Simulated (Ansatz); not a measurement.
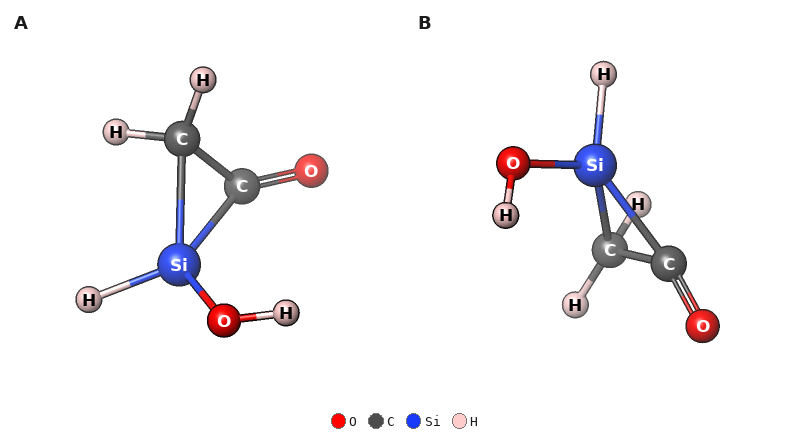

Distant atoms are faded towards the background colour. The geometry was computed by an optimisation with PBE-D4/def2-SVP. No frequency run is at hand to confirm it as a minimum.

Question: Are A and B the same structure? If not, how do they differ?

Answer: No. They are enantiomers, mirror images that no rotation superimposes: A is O=C1C[Si@@H]1O (S), B is O=C1C[Si@H]1O (R). Their energies are equal.
